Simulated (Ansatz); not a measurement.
## Electronic structure of AlBHN (SMILES B=[N][Al]) in real space

Input file:

```
crystal:
  periodic: [false, false, false]
  atoms:
    - {symbol: Al, position_ang: [0.000000, 0.000000, -2.271510]}
    - {symbol: B, position_ang: [0.000000, 0.000000, 0.785213]}
    - {symbol: N, position_ang: [0.000000, 0.000000, -0.472230]}
    - {symbol: H, position_ang: [0.000000, 0.000000, 1.958526]}
basis:
  gaussian: {orbitals: def2-TZVPD}
hamiltonian: {xc: pbe0}
output: {forces: true, orbitals: {seedname: orbitals}}
```

Launched as:

```sh
ansatz run input.yaml --threads 1 --pin off --max-ram 2610MiB --events-out events.jsonl --progress --plain --runs-dir runs
```

Geometry: PBE0-D4/def2-TZVP.

These are results of isolated molecule in a Gaussian basis; Kohn-Sham density functional theory, functional PBE0 (Ansatz), not measurements.

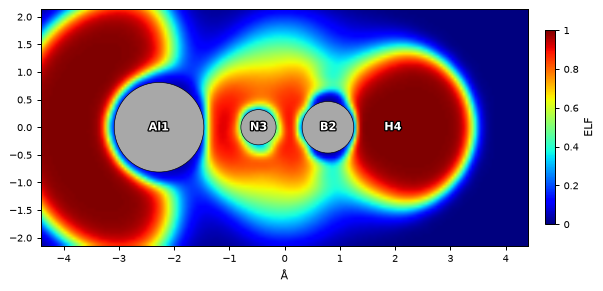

Figure 1. ELF on a plane that holds the molecular axis. Grey discs cover the atomic cores.

**What do the fields say about this system?**

The plane passes through Al, B, N and H nuclei. B–N (1.26 Å): the ELF peaks at about 0.90 between the atoms, as expected for a short, strongly polar bond. Al–N (1.80 Å): the ELF peaks at about 0.90 in the valence shell of N, 0.7 Å from its nucleus, and is about 0.65 at the midpoint. B–H (1.17 Å): the ELF climbs to about 1 towards the hydrogen, as it does in any bond to H: an ordinary covalent bond to hydrogen.

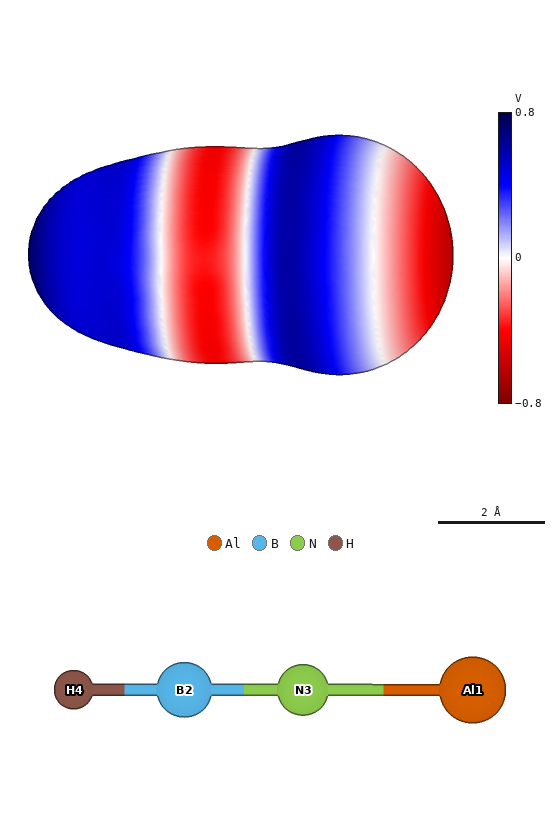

Figure 2. The molecular electrostatic potential painted on the density surface at 0.001 e/bohr³, seen across its widest extent; red is negative and blue positive. The bare structure is drawn below in the same view.

**Which sites attract a positive test charge, and which a negative one?**

A positive charge is drawn to the negative regions and a negative charge to the positive ones. The most negative region (about −0.6 V) lies over N3, the most positive (about +0.8 V) over H4.

**How polar is the molecule by this calculation?**

Its dipole moment is 1.46 D.

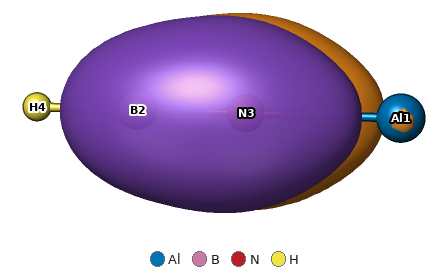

Figure 3. The HOMO−1 at ±0.1 Å⁻³ᐟ² (orange and purple are the two phases), seen from one side.

**Describe this orbital and give its energy.**

By Hirshfeld shares it lies mainly on N3 (about 60 %) and B2 (about 25 %); it vanishes on the molecular axis (π type); π-bonding across N3–B2. It is one of a degenerate set, so its orientation is arbitrary. Its energy is −8.62 eV.
